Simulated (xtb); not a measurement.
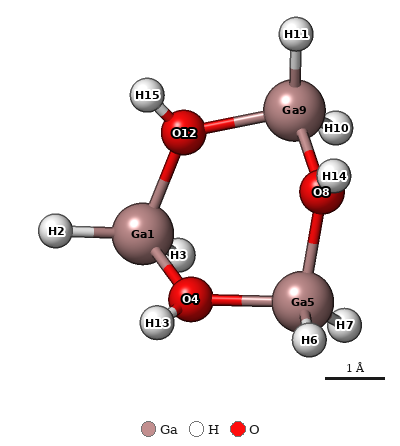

The structure (ball-and-stick view, seen at a tilt; atoms are numbered from 1 in the order of the input). Sticks mark near contacts. Bond lengths as drawn: Ga–H 1.53 to 1.55 Å, Ga–O 1.94 to 1.95 Å and H–O 0.96 Å.

**Single-point calculation of Ga$_{3}$H$_{9}$O$_{3}$**

Ga$_{3}$H$_{9}$O$_{3}$, computed with GFN2-xTB (xtb 6.7.1).

The geometry comes from this level: GFN2-xTB.

### Output
```
* xtb version 6.7.1
   ID    Z sym.   atoms
    1   31 ga     1, 5, 9
    2    1 h      2, 3, 6, 7, 10, 11, 13-15
    3    8 o      4, 8, 12

           -------------------------------------------------
          |                Calculation Setup                |
           -------------------------------------------------

          program call               : xtb coord --chrg 0 --input xtb.inp --scc --parallel 1
          coordinate file            : coord
          omp threads                :                     1

           -------------------------------------------------
          |                 G F N 2 - x T B                 |
           -------------------------------------------------

      * Hamiltonian:
        H0-scaling (s, p, d)           1.850000    2.230000    2.230000
        zeta-weighting                 0.500000
      * Dispersion:
        s8                             2.700000
        a1                             0.520000
        a2                             5.000000
        s9                             5.000000
      * Repulsion:
        kExp                           1.500000    1.000000
        rExp                           1.000000
      * Coulomb:
        alpha                          2.000000
        third order                    shell-resolved
        anisotropic                    true
        a3                             3.000000
        a5                             4.000000
        cn-shift                       1.200000
        cn-exp                         4.000000
        max-rad                        5.000000

          ...................................................
          :                      SETUP                      :
          :.................................................:
          :  # basis functions                  51          :
          :  # atomic orbitals                  48          :
          :  # shells                           24          :
          :  # electrons                        36          :
          :  max. iterations                   250          :
          :  Hamiltonian                  GFN2-xTB          :
          :  restarted?                      false          :
          :  GBSA solvation                  false          :
          :  PC potential                    false          :
          :  electronic temp.          300.0000000     K    :
          :  accuracy                    1.0000000          :
          :  -> integral cutoff          0.2500000E+02      :
          :  -> integral neglect         0.1000000E-07      :
          :  -> SCF convergence          0.1000000E-05 Eh   :
          :  -> wf. convergence          0.1000000E-03 e    :
          :  Broyden damping             0.4000000          :
          :  net charge                          0          :
          :  unpaired electrons                  0          :
          ...................................................

 iter      E             dE          RMSdq      gap      omega  full diag
   1    -20.5355346 -0.205355E+02  0.140E+01    8.28       0.0  T
   2    -20.6532769 -0.117742E+00  0.975E+00    7.31       1.0  T
   3    -20.6536760 -0.399113E-03  0.108E+00    6.77       1.0  T
   4    -20.6579053 -0.422930E-02  0.601E-01    6.94       1.0  T
   5    -20.6579789 -0.735534E-04  0.244E-01    6.93       1.0  T
   6    -20.6580783 -0.993776E-04  0.608E-02    6.97       1.0  T
   7    -20.6580803 -0.200967E-05  0.265E-02    6.97       1.0  T
   8    -20.6580816 -0.138040E-05  0.320E-03    6.97       8.1  T
   9    -20.6580817 -0.188806E-07  0.441E-04    6.97      58.5  T
  10    -20.6580817 -0.186056E-10  0.175E-04    6.97     147.2  T

   *** convergence criteria satisfied after 10 iterations ***

         #    Occupation            Energy/Eh            Energy/eV
      -------------------------------------------------------------
         1        2.0000           -0.7192813             -19.5726
       ...           ...                  ...                  ...
        12        2.0000           -0.5048655             -13.7381
        13        2.0000           -0.5047042             -13.7337
        14        2.0000           -0.4734326             -12.8828
        15        2.0000           -0.4733831             -12.8814
        16        2.0000           -0.4253705             -11.5749
        17        2.0000           -0.4252547             -11.5718
        18        2.0000           -0.4220569             -11.4848 (HOMO)
        19                         -0.1660232              -4.5177 (LUMO)
        20                         -0.1402958              -3.8176
        21                         -0.1402611              -3.8167
        22                         -0.1348183              -3.6686
        23                         -0.1342031              -3.6519
       ...                                ...                  ...
        48                          1.3067047              35.5572
      -------------------------------------------------------------
                  HL-Gap            0.2560337 Eh            6.9670 eV
             Fermi-level           -0.2940401 Eh           -8.0012 eV

 SCC (total)                   0 d,  0 h,  0 min,  0.029 sec
 SCC setup                      ...        0 min,  0.000 sec (  0.683%)
 Dispersion                     ...        0 min,  0.000 sec (  0.451%)
 classical contributions        ...        0 min,  0.000 sec (  0.589%)
 integral evaluation            ...        0 min,  0.005 sec ( 16.777%)
 iterations                     ...        0 min,  0.013 sec ( 43.382%)
 molecular gradient             ...        0 min,  0.011 sec ( 37.055%)
 printout                       ...        0 min,  0.000 sec (  0.954%)

         :::::::::::::::::::::::::::::::::::::::::::::::::::::
         ::                     SUMMARY                     ::
         :::::::::::::::::::::::::::::::::::::::::::::::::::::
         :: total energy             -20.575715583281 Eh    ::
         :: gradient norm              0.000620123175 Eh/a0 ::
         :: HOMO-LUMO gap              6.967030800367 eV    ::
         ::.................................................::
         :: SCC energy               -20.658036281693 Eh    ::
         :: -> isotropic ES            0.118796493392 Eh    ::
         :: -> anisotropic ES         -0.001851082423 Eh    ::
         :: -> anisotropic XC          0.003067426020 Eh    ::
         :: -> dispersion             -0.012127346974 Eh    ::
         :: repulsion energy           0.082320698412 Eh    ::
         :: add. restraining           0.000000000000 Eh    ::
         :: total charge              -0.000000000000 e     ::
         :::::::::::::::::::::::::::::::::::::::::::::::::::::

           -------------------------------------------------
          |                Property Printout                |
           -------------------------------------------------

    * Orbital Energies and Occupations

         #    Occupation            Energy/Eh            Energy/eV
      -------------------------------------------------------------
         1        2.0000           -0.7192813             -19.5726
       ...           ...                  ...                  ...
         6        2.0000           -0.6176275             -16.8065
         7        2.0000           -0.5814966             -15.8233
         8        2.0000           -0.5813810             -15.8202
         9        2.0000           -0.5291420             -14.3987
        10        2.0000           -0.5272486             -14.3472
        11        2.0000           -0.5241329             -14.2624
        12        2.0000           -0.5048655             -13.7381
        13        2.0000           -0.5047042             -13.7337
        14        2.0000           -0.4734326             -12.8828
        15        2.0000           -0.4733831             -12.8814
        16        2.0000           -0.4253705             -11.5749
        17        2.0000           -0.4252547             -11.5718
        18        2.0000           -0.4220569             -11.4848 (HOMO)
        19                         -0.1660232              -4.5177 (LUMO)
        20                         -0.1402958              -3.8176
        21                         -0.1402611              -3.8167
        22                         -0.1348183              -3.6686
        23                         -0.1342031              -3.6519
        24                         -0.1340097              -3.6466
        25                         -0.1072930              -2.9196
        26                         -0.0142035              -0.3865
        27                         -0.0137626              -0.3745
        28                         -0.0071270              -0.1939
        29                          0.0265543               0.7226
       ...                                ...                  ...
        48                          1.3067047              35.5572
      -------------------------------------------------------------
                  HL-Gap            0.2560337 Eh            6.9670 eV
             Fermi-level           -0.2940401 Eh           -8.0012 eV

     #   Z          covCN         q      C6AA      α(0)
     1  31 ga       3.390     0.186   214.021    32.807
     2   1 h        0.906    -0.085     5.075     3.524
     3   1 h        0.911    -0.027     3.575     2.958
     4   8 o        2.266    -0.406    20.910     6.176
     5  31 ga       3.394     0.186   214.012    32.807
     6   1 h        0.906    -0.085     5.076     3.525
     7   1 h        0.911    -0.027     3.566     2.954
     8   8 o        2.267    -0.406    20.908     6.176
     9  31 ga       3.395     0.186   214.009    32.807
    10   1 h        0.911    -0.026     3.564     2.953
    11   1 h        0.906    -0.085     5.077     3.525
    12   8 o        2.266    -0.406    20.912     6.176
    13   1 h        0.806     0.332     0.632     1.249
    14   1 h        0.806     0.332     0.632     1.248
    15   1 h        0.806     0.332     0.632     1.249

 Mol. C6AA /au·bohr⁶  :       5061.778959
 Mol. C8AA /au·bohr⁸  :     326760.656657
 Mol. α(0) /au        :        140.133548

Wiberg/Mayer (AO) data.
largest (>0.10) Wiberg bond orders for each atom

 ---------------------------------------------------------------------------
     #   Z sym  total        # sym  WBO       # sym  WBO       # sym  WBO
 ---------------------------------------------------------------------------
     1  31 ga   3.093 --     3 h    0.803     2 h    0.790    12 o    0.701
                             4 o    0.700
     2   1 h    0.991 --     1 ga   0.790     3 h    0.124
     3   1 h    0.999 --     1 ga   0.803     2 h    0.124
     4   8 o    2.375 --    13 h    0.845     1 ga   0.700     5 ga   0.700
     5  31 ga   3.092 --     7 h    0.803     6 h    0.789     8 o    0.700
                             4 o    0.700
     6   1 h    0.991 --     5 ga   0.789     7 h    0.123
     7   1 h    0.999 --     5 ga   0.803     6 h    0.123
     8   8 o    2.375 --    14 h    0.844     9 ga   0.700     5 ga   0.700
     9  31 ga   3.092 --    10 h    0.803    11 h    0.789     8 o    0.700
                            12 o    0.699
    10   1 h    0.999 --     9 ga   0.803    11 h    0.123
    11   1 h    0.991 --     9 ga   0.789    10 h    0.123
    12   8 o    2.375 --    15 h    0.845     1 ga   0.701     9 ga   0.699
    13   1 h    0.890 --     4 o    0.845
    14   1 h    0.890 --     8 o    0.844
    15   1 h    0.890 --    12 o    0.845
 ---------------------------------------------------------------------------

Topologies differ in total number of bonds
Writing topology from bond orders to xtbtopo.mol

molecular dipole:
                 x           y           z       tot (Debye)
 q only:        0.094       0.693      -0.570
   full:        0.125       0.926      -0.761       3.063
molecular quadrupole (traceless):
                xx          xy          yy          xz          yz          zz
 q only:        0.014      -0.012       0.067      -0.091      -0.070      -0.081
  q+dip:       -3.811       1.005       3.236      -0.939      -5.853       0.576
   full:        0.321      -0.076      -0.156      -0.047       0.378      -0.165

           -------------------------------------------------
          | TOTAL ENERGY              -20.575715583281 Eh   |
          | GRADIENT NORM               0.000620123175 Eh/α |
          | HOMO-LUMO GAP               6.967030800367 eV   |
           -------------------------------------------------

------------------------------------------------------------------------
------------------------------------------------------------------------
 total:
 *  cpu-time:     0 d,  0 h,  0 min,  0.052 sec
 * ratio c/w:     0.966 speedup
 SCF:
 *  cpu-time:     0 d,  0 h,  0 min,  0.028 sec
 * ratio c/w:     0.969 speedup
```

### Standard error
```
normal termination of xtb
```

The run was set up as follows.

### Input (coord)
```
$coord
     -2.124940335358     -2.173166146058     -2.248698499260  ga
     -3.127817989697     -1.719915335067     -4.960776741539  h
     -2.519420663874     -4.470317223153     -0.547302480214  h
     -3.161077169490      0.824865453399     -0.389774910465  o
     -1.689037210191      1.857959828471      2.816598994232  ga
     -2.461028126623      4.668266034708      3.084826720362  h
     -2.042926221549     -0.294438227478      4.707704618929  h
      1.860378677910      1.980621951220      1.876875986978  o
      3.650931975516     -0.863226893729      0.394971657308  ga
      3.449846218594     -3.097563474442      2.211735456262  h
      6.055400599228      0.328415503199     -0.773427108287  h
      1.486571953198     -1.540070099786     -2.500844656068  o
     -4.178089975241      2.047858406734     -1.276358819095  h
      2.641893814011      3.621433350710      1.756708302713  h
      2.159314453565     -1.170704231467     -4.152219624595  h
$end
```

### File xtb.inp
```
$scc
   broydamp=0.4
$end
```

Launched with:
```bash
xtb coord --chrg 0 --input xtb.inp --scc --parallel 1 | tee run.log
```

### Key numbers

```json
{"quantity": "outcome", "value": "converged"}
{"quantity": "electrons treated", "value": "36"}
{"quantity": "total energy", "value": "−20.575716 hartree"}
{"quantity": "dispersion energy", "value": "−0.012127 hartree"}
{"quantity": "basis functions", "value": "51"}
{"quantity": "HOMO", "value": "−11.48 eV"}
{"quantity": "LUMO", "value": "−4.52 eV"}
{"quantity": "dipole moment", "value": "3.06 D"}
{"quantity": "hardware", "value": "1 thread of Intel Xeon @ 2.50GHz (Skylake/Cascade Lake), 189 GiB of memory available, shared host"}
{"quantity": "peak memory", "value": "0.073 GiB"}
```

Settings chosen away from the usual ones: method = gfn2-xtb; task = energy; x = {"broyden_damping": 0.4}.
